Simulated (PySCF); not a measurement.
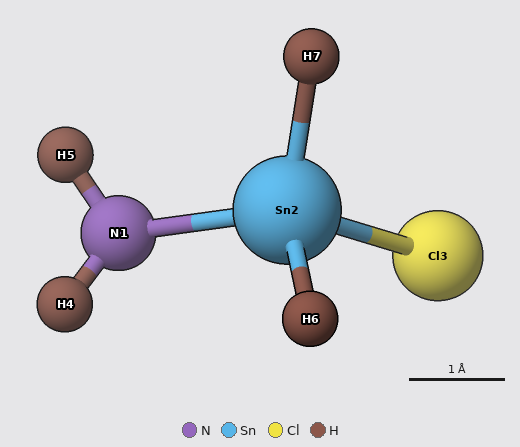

The structure (ball-and-stick view, seen at a tilt; atoms are numbered from 1 in the order of the input). Sticks mark near contacts.

SnNH4Cl: GW calculation

The run: GW calculation of SnNH4Cl, SMILES [NH2][SnH2][Cl]. Method and program: G0W0 (PBE0)/ANO-RCC-VDZP, RKS, sfX2C (PySCF 2.14.0).

The geometry comes from this level: PBE0-D4/def2-TZVP.

**The program's output**
```
PySCF version 2.14.0

[INPUT] num. atoms = 7
[INPUT] num. electrons = 78
[INPUT] charge = 0
[INPUT] spin (= nelec alpha-beta = 2S) = 0
[INPUT] symmetry False subgroup None
[INPUT] Mole.unit = bohr
[INPUT] Symbol           X                Y                Z      unit          X                Y                Z       unit  Magmom
[INPUT]  1 N     -0.972800225442  -0.020099738002  -0.835199862818 AA   -1.838326000000  -0.037983000000  -1.578299000000 Bohr   0.0
[INPUT]  2 Sn     0.562300000083   0.041400179096   0.449099998655 AA    1.062593000000   0.078235000000   0.848676000000 Bohr   0.0
[INPUT]  3 Cl     0.846399898487  -2.133500165760   1.250999797944 AA    1.599464000000  -4.031731000000   2.364047000000 Bohr   0.0
[INPUT]  4 H     -1.803499965258   0.485499982285  -0.566500079606 AA   -3.408121000000   0.917462000000  -1.070530000000 Bohr   0.0
[INPUT]  5 H     -0.756400084340   0.165200129237  -1.802999892794 AA   -1.429389000000   0.312183000000  -3.407176000000 Bohr   0.0
[INPUT]  6 H      0.172800172340   0.976799746802   1.814599986434 AA    0.326545000000   1.845884000000   3.429097000000 Bohr   0.0
[INPUT]  7 H      2.012400077750   0.416800080055  -0.355700220927 AA    3.802885000000   0.787638000000  -0.672176000000 Bohr   0.0

nuclear repulsion = 375.348214043688
number of shells = 18
number of NR pGTOs = 398
number of NR cGTOs = 95
basis = ano-rcc-vdzp
ecp = {}

******** <class 'pyscf.x2c.sfx2c1e.sfX2C1eRKS'> ********
method = sfX2C1eRKS
initial guess = minao
damping factor = 0
level_shift factor = 0
DIIS = <class 'pyscf.scf.diis.CDIIS'>
diis_start_cycle = 1
diis_space = 8
diis_damp = 0
SCF conv_tol = 1e-10
SCF conv_tol_grad = None
SCF max_cycles = 50
direct_scf = True
direct_scf_tol = 1e-13
XC library pyscf.dft.libxc version 7.0.0
    S. Lehtola, C. Steigemann, M. J.T. Oliveira, and M. A.L. Marques.,  SoftwareX 7, 1–5 (2018)
XC functionals = pbe0
radial grids:
    Treutler-Ahlrichs [JCP 102, 346 (1995); DOI:10.1063/1.469408] (M4) radial grids

becke partition: Becke, JCP 88, 2547 (1988); DOI:10.1063/1.454033
pruning grids: <function nwchem_prune>
grids dens level: 4
symmetrized grids: False
atomic radii adjust function: <function treutler_atomic_radii_adjust>
small_rho_cutoff = 0

******** <class 'pyscf.x2c.sfx2c1e.SpinFreeX2CHelper'> ********
approx = 1e
xuncontract = 1
Set gradient conv threshold to 1e-05
Initial guess from minao.
tot grids = 151528
init E= -6694.90762902912
  HOMO = -0.320411849710561  LUMO = -0.0676937058253428  gap/eV = 6.87681
cycle= 1 E= -6694.76033580668  delta_E= 0.147  |g|= 0.484  |ddm|= 3.16
  HOMO = -0.190731535018766  LUMO = -0.0188775056088937  gap/eV = 4.67639
cycle= 2 E= -6694.6848004762  delta_E= 0.0755  |g|= 0.744  |ddm|= 1.31
  HOMO = -0.288987897747683  LUMO = -0.019833503189691  gap/eV = 7.32406
cycle= 3 E= -6694.81923681622  delta_E= -0.134  |g|= 0.0694  |ddm|= 0.84
  HOMO = -0.278236117250567  LUMO = -0.0216416431627473  gap/eV = 6.98229
cycle= 4 E= -6694.8204156977  delta_E= -0.00118  |g|= 0.0229  |ddm|= 0.11
  HOMO = -0.279956115542736  LUMO = -0.0213701093334477  gap/eV = 7.03648
cycle= 5 E= -6694.8205644131  delta_E= -0.000149  |g|= 0.00532  |ddm|= 0.0325
  HOMO = -0.279535822552202  LUMO = -0.0208212588686978  gap/eV = 7.03998
cycle= 6 E= -6694.82057023167  delta_E= -5.82e-06  |g|= 0.00125  |ddm|= 0.00578
  HOMO = -0.27973762749136  LUMO = -0.020881489845451  gap/eV = 7.04383
cycle= 7 E= -6694.8205705649  delta_E= -3.33e-07  |g|= 0.000226  |ddm|= 0.00146
  HOMO = -0.279763447228539  LUMO = -0.020874513352835  gap/eV = 7.04473
cycle= 8 E= -6694.82057057645  delta_E= -1.16e-08  |g|= 6.85e-05  |ddm|= 0.000328
  HOMO = -0.27976040252916  LUMO = -0.0208790892797586  gap/eV = 7.04452
cycle= 9 E= -6694.82057057728  delta_E= -8.3e-10  |g|= 1.47e-05  |ddm|= 7.02e-05
  HOMO = -0.279758062047988  LUMO = -0.0208784053301714  gap/eV = 7.04447
cycle= 10 E= -6694.82057057734  delta_E= -5.28e-11  |g|= 2.99e-06  |ddm|= 2.41e-05
  HOMO = -0.279758093789828  LUMO = -0.0208786110020918  gap/eV = 7.04447
```

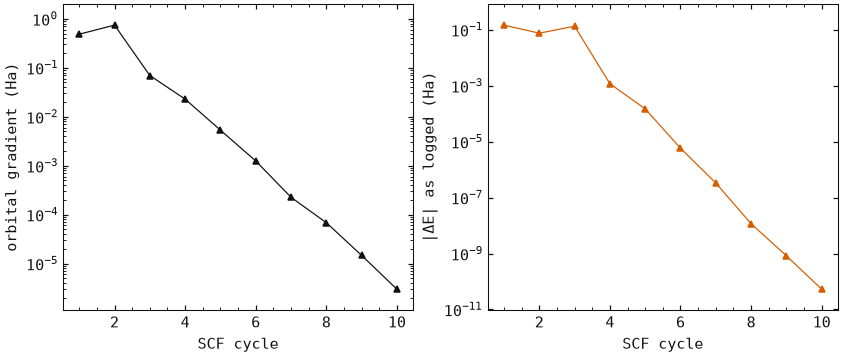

Convergence of the self-consistent field: orbital gradient and size of the energy change against the SCF cycle. The residual falls almost steadily, with no more than small rises.

```
Extra cycle  E= -6694.82057057733  delta_E= 7.28e-12  |g|= 2.82e-06  |ddm|= 6.63e-06
converged SCF energy = -6694.82057057733
E(PBE0) = -6694.820570577
ETB for Cl: l = 0, exps = 0.1195472 * 2^n , n = 0..18
ETB for Cl: l = 1, exps = 0.09935128369497799 * 2^n , n = 0..15
ETB for Cl: l = 2, exps = 0.0825672 * 2^n , n = 0..12
ETB for Cl: l = 3, exps = 0.12749945515365937 * 2^n , n = 0..9
ETB for Cl: l = 4, exps = 0.1968834 * 2^n , n = 0..5
ETB for H: l = 0, exps = 0.055924 * 2^n , n = 0..12
ETB for H: l = 1, exps = 0.10513611318666864 * 2^n , n = 0..8
ETB for H: l = 2, exps = 0.197654 * 2^n , n = 0..4
ETB for N: l = 0, exps = 0.098766 * 2^n , n = 0..15
ETB for N: l = 1, exps = 0.08072778792955992 * 2^n , n = 0..13
ETB for N: l = 2, exps = 0.065984 * 2^n , n = 0..11
ETB for N: l = 3, exps = 0.12473900355542367 * 2^n , n = 0..8
ETB for N: l = 4, exps = 0.235812 * 2^n , n = 0..4
ETB for Sn: l = 0, exps = 0.03226572 * 2^n , n = 0..25
ETB for Sn: l = 1, exps = 0.039528018726316144 * 2^n , n = 0..22
ETB for Sn: l = 2, exps = 0.0484249 * 2^n , n = 0..19
ETB for Sn: l = 3, exps = 0.06650067355448364 * 2^n , n = 0..16
ETB for Sn: l = 4, exps = 0.08146850185194275 * 2^n , n = 0..13
ETB for Sn: l = 5, exps = 0.1185207681935955 * 2^n , n = 0..9
ETB for Sn: l = 6, exps = 0.13706 * 2^n , n = 0..5

WARN: Even tempered Gaussians are generated as DF auxbasis for  Cl H N Sn

******** <class 'pyscf.gw.gw_ac.GWAC'> ********
method = GWAC
GW nocc = 39, nvir = 56
frozen orbitals = None
off-diagonal self-energy = False
GW density matrix = False
density-fitting for exchange = False
outcore for self-energy= False
broadening parameter = 5.000e-03
number of grids = 100
analytic continuation method = pade
imaginary frequency cutoff = 5.0
Pade points = 18
Pade step ratio = 0.667
use perturbative linearized QP eqn = False
QPE max iter = 100
QPE tolerance = 1.0e-06

Starting get_sigma_diag main loop with 100 frequency points.
   0    1    2    3    4    5    6    7    8    9   10   11
  12   13   14   15   16   17   18   19   20   21   22   23
  24   25   26   27   28   29   30   31   32   33   34   35
  36   37   38   39   40   41   42   43   44   45   46   47
  48   49   50   51   52   53   54   55   56   57   58   59
  60   61   62   63   64   65   66   67   68   69   70   71
  72   73   74   75   76   77   78   79   80   81   82   83
  84   85   86   87   88   89   90   91   92   93   94   95
  96   97   98   99
Finished get_sigma_diag main loop.

WARN: GW QP energies may not be sorted from min to max

orbital   mean field (eV)   quasiparticle (eV)
  38      -8.5191     -10.2750
  39      -7.6126      -9.2426
  40      -0.5681       1.7896
  41      -0.2692       1.6760
```

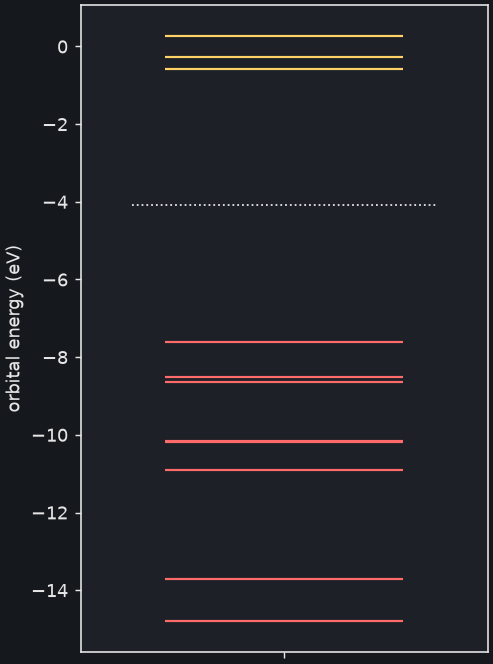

Orbital energies near the frontier; the dotted line parts filled from empty levels, and levels within 0.02 eV of each other stand side by side. Highest filled −7.61 eV, lowest empty −0.57 eV, 7.04 eV apart.

This output came from the following input.

**Input file (calc.py)**
```python
from pyscf import gto, dft, gw

mol = gto.M(
    atom='''
N     -1.838326    -0.037983    -1.578299
Sn     1.062593     0.078235     0.848676
Cl     1.599464    -4.031731     2.364047
H     -3.408121     0.917462    -1.070530
H     -1.429389     0.312183    -3.407176
H      0.326545     1.845884     3.429097
H      3.802885     0.787638    -0.672176
''',
    verbose=4,
    max_memory=1860,
    unit='bohr',
    basis='ano-rcc-vdzp',
)

mf = dft.RKS(mol)
mf.xc = 'pbe0'
mf = mf.sfx2c1e()
mf.grids.level = 4
mf.conv_tol = 1e-10
mf.kernel()
if not mf.converged:
    mf = mf.newton().run(mf.mo_coeff, mf.mo_occ)

etot = mf.e_tot
print('E(%s) = %.9f' % ('PBE0', etot))

nocc = mol.nelec[0]
orbs = list(range(max(0, nocc - 2), min(mol.nao, nocc + 2)))
mygw = gw.GW(mf, freq_int='ac')
mygw.orbs = orbs
mygw.kernel()
print('orbital   mean field (eV)   quasiparticle (eV)')
for p in orbs:
    print('%4d %12.4f %12.4f' % (p + 1, mf.mo_energy[p] * 27.211386, mygw.mo_energy[p] * 27.211386))
```

Launched with:
```bash
OMP_NUM_THREADS=1 python calc.py
```

**Results in brief**

| quantity | value |
| --- | --- |
| outcome | converged |
| total energy | −6694.820571 hartree |
| basis functions | 95 |
| HOMO | −7.61 eV |
| LUMO | −0.57 eV |
| dipole moment | 3.86 D |
| hardware | 1 thread of Arm Neoverse V1, 24 GiB of memory available, shared host |
| wall time | 2.4 min |
| peak memory | 0.65 GiB |
